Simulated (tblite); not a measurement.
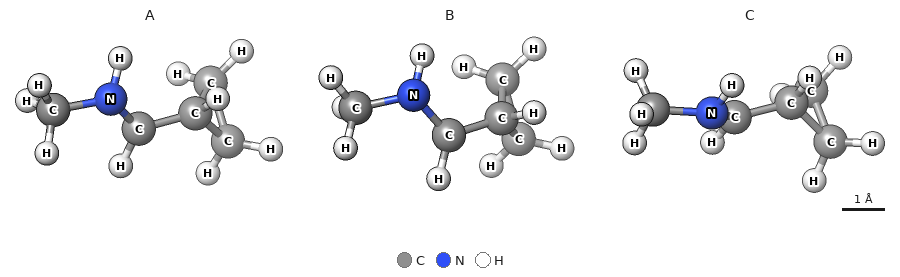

3 geometries from one relaxation of C$_{5}$H$_{10}$N (multiplicity 2), in shuffled order. Style: ball-and-stick. Shown at a tilt.

The calculation used GFN2-xTB geometry optimisation, gas phase in tblite. 

Q: Order the frames from highest to lowest energy.

A: B, A, C. They are steps 0, 113, 166, at +0.312 eV, +0.116 eV relative to the last. The energy falls by 0.312 eV in 166 geometry steps. The atom that moves furthest after the best rigid fit is an H atom (1.67 Å). Largest moves by element: H 1.67 Å, C 0.81 Å, N 0.44 Å. Near-neighbour distances that change, for instance: C–N 1.453 → 1.393 Å, C–C 1.504 → 1.523 Å, H–N 1.028 → 1.013 Å, C–C 1.459 → 1.447 Å. Among the angles between lasting bonds that change: C–N–C 112.5° → 118.2°, N–C–H 121.3° → 116.0°, N–C–H 111.3° → 108.7°. Groups turn about C–C by about 90°. The run took 0.8 s on 1 thread of Arm Neoverse V1 (shared host).
